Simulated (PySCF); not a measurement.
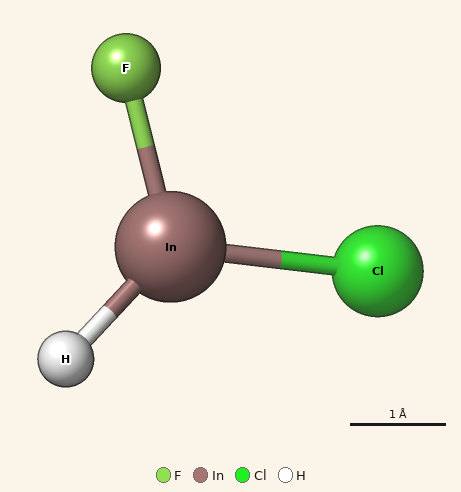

The structure as given in the input (ball-and-stick view, seen at a tilt). Sticks mark near contacts. Bond lengths as drawn: Cl–In 2.30 Å, F–In 1.94 Å and H–In 1.69 Å.

# InHClF: property calculation

- system: InHClF, SMILES [F][InH][Cl]
- method: BP86/def2-SVPD, RKS, core potentials def2-svp (PySCF 2.14.0)

The geometry comes from this level: PBE0-D4/def2-TZVP.

## The program's output
```
converged SCF energy = -750.78933261491
E(BP86) = -750.789332615
**** MO energy ****
MO #1   energy= -100.711302373051  occ= 2
MO #2   energy= -24.2544032892403  occ= 2
MO #3   energy= -9.19270145240979  occ= 2
MO #4   energy= -7.02064393014242  occ= 2
MO #5   energy= -7.01438928173256  occ= 2
MO #6   energy= -7.01331542998425  occ= 2
MO #7   energy= -4.53940959940574  occ= 2
MO #8   energy= -2.98615409013892  occ= 2
MO #9   energy= -2.97762623279627  occ= 2
MO #10  energy= -2.9753408146223   occ= 2
MO #11  energy= -1.00680348193467  occ= 2
MO #12  energy= -0.778519803863712 occ= 2
MO #13  energy= -0.748634253475232 occ= 2
MO #14  energy= -0.746482052525936 occ= 2
MO #15  energy= -0.744301244048643 occ= 2
MO #16  energy= -0.738487187749522 occ= 2
MO #17  energy= -0.7096733038605   occ= 2
MO #18  energy= -0.430989681734054 occ= 2
MO #19  energy= -0.347336771130253 occ= 2
MO #20  energy= -0.345224034654672 occ= 2
MO #21  energy= -0.328168683774887 occ= 2
MO #22  energy= -0.308256731614344 occ= 2
MO #23  energy= -0.298741078503171 occ= 2
MO #24  energy= -0.289772521366828 occ= 2
MO #25  energy= -0.108500680572668 occ= 0
MO #26  energy= -0.100143048491396 occ= 0
MO #27  energy= -0.0244613987676136 occ= 0
MO #28  energy= 0.00194838042665527 occ= 0
MO #29  energy= 0.053455938860321  occ= 0
MO #30  energy= 0.0602328213671329 occ= 0
MO #31  energy= 0.0677874477569238 occ= 0
MO #32  energy= 0.0740125330412084 occ= 0
MO #33  energy= 0.074695115617292  occ= 0
MO #34  energy= 0.0793902183260974 occ= 0
MO #35  energy= 0.0963529652086415 occ= 0
MO #36  energy= 0.102607808245465  occ= 0
MO #37  energy= 0.124329133706715  occ= 0
MO #38  energy= 0.127550599928224  occ= 0
MO #39  energy= 0.163387098884101  occ= 0
MO #40  energy= 0.172066452904782  occ= 0
MO #41  energy= 0.181697095642315  occ= 0
MO #42  energy= 0.194917822568771  occ= 0
MO #43  energy= 0.195113922659456  occ= 0
MO #44  energy= 0.221879975802982  occ= 0
MO #45  energy= 0.239518580064801  occ= 0
MO #46  energy= 0.25464103283416   occ= 0
MO #47  energy= 0.258155307244504  occ= 0
MO #48  energy= 0.261153320860846  occ= 0
MO #49  energy= 0.26424441098794   occ= 0
MO #50  energy= 0.290854365040576  occ= 0
MO #51  energy= 0.325798003750294  occ= 0
MO #52  energy= 0.366523898723217  occ= 0
MO #53  energy= 0.411966712802472  occ= 0
MO #54  energy= 0.419158289222362  occ= 0
MO #55  energy= 0.44152386392821   occ= 0
MO #56  energy= 0.450974243592441  occ= 0
MO #57  energy= 0.472335408617064  occ= 0
MO #58  energy= 0.564695012535975  occ= 0
MO #59  energy= 0.573366444033752  occ= 0
MO #60  energy= 0.622949131505996  occ= 0
MO #61  energy= 0.633342209155046  occ= 0
MO #62  energy= 0.70846401210186   occ= 0
MO #63  energy= 0.730704967750574  occ= 0
MO #64  energy= 0.788628552532047  occ= 0
MO #65  energy= 0.798388650601115  occ= 0
MO #66  energy= 0.828852255858144  occ= 0
MO #67  energy= 0.907203299780285  occ= 0
MO #68  energy= 0.911630015304527  occ= 0
MO #69  energy= 0.91955556127707   occ= 0
MO #70  energy= 0.967530044060546  occ= 0
MO #71  energy= 0.987578072947225  occ= 0
MO #72  energy= 1.02840958531644   occ= 0
MO #73  energy= 1.04842066566206   occ= 0
MO #74  energy= 1.29688045617923   occ= 0
MO #75  energy= 1.37858321529853   occ= 0
MO #76  energy= 1.44212460614375   occ= 0
MO #77  energy= 1.56302714254988   occ= 0
MO #78  energy= 1.61128106141327   occ= 0
MO #79  energy= 1.72487400410109   occ= 0
MO #80  energy= 1.76277634077676   occ= 0
MO #81  energy= 1.91254262368945   occ= 0
MO #82  energy= 3.25226277328031   occ= 0
MO #83  energy= 3.25794590809578   occ= 0
MO #84  energy= 3.27386740055596   occ= 0
MO #85  energy= 3.29402732143591   occ= 0
MO #86  energy= 3.31087734505313   occ= 0
MO #87  energy= 15.9321300797173   occ= 0
MO #88  energy= 17.1409040454022   occ= 0
MO #89  energy= 17.4374143334038   occ= 0
MO #90  energy= 61.2018360750368   occ= 0
 ** Mulliken atomic charges  **
charge of    0F =     -0.89239
charge of    1In =      2.12658
charge of    2Cl =     -0.76451
charge of    3H =     -0.46968
Dipole moment(X, Y, Z, Debye):  0.58227,  1.89178, -2.23094
Traceless quadrupole moment (Debye*A):
```

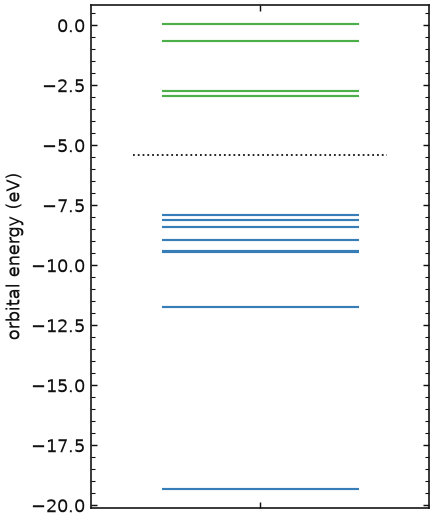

Orbital energies near the frontier; the dotted line parts filled from empty levels, and levels within 0.02 eV of each other stand side by side. Highest filled −7.89 eV, lowest empty −2.95 eV, 4.94 eV apart.

This output came from the following input.

## Input file (job.py)
```python
from pyscf import gto, dft

system = gto.M(
    atom=[
    ('F', (-1.569200, -0.190500, 0.987800)),
    ('In', (-0.021100, 0.130300, -0.135600)),
    ('Cl', (1.671100, -1.313100, 0.468200)),
    ('H', (-0.025300, 1.312800, -1.340700)),
],
    verbose=3,
    charge=0,
    basis='def2-svpd',
    max_memory=1860,
    ecp={'In': 'def2-svp'},
)

calc0 = dft.RKS(system)
calc0.xc = 'bp86'
calc0.grids.level = 4
calc0.conv_tol = 1e-10
calc0.kernel()
if not calc0.converged:
    calc0 = calc0.newton().run(calc0.mo_coeff, calc0.mo_occ)

energy = calc0.e_tot
print('E(%s) = %.9f' % ('BP86', energy))
calc0.analyze()
quad = calc0.quad_moment()
```

Launched with:
```bash
OMP_NUM_THREADS=1 python job.py
```

## Summary

| quantity | value |
| --- | --- |
| outcome | converged |
| total energy | −750.789333 hartree |
| basis functions | 90 |
| HOMO | −7.89 eV |
| LUMO | −2.95 eV |
| dipole moment | 2.98 D |
| hardware | 1 thread of Arm Neoverse V2, 24 GiB of memory available, shared host |
| wall time | 8.7 s |
| peak memory | 0.43 GiB |
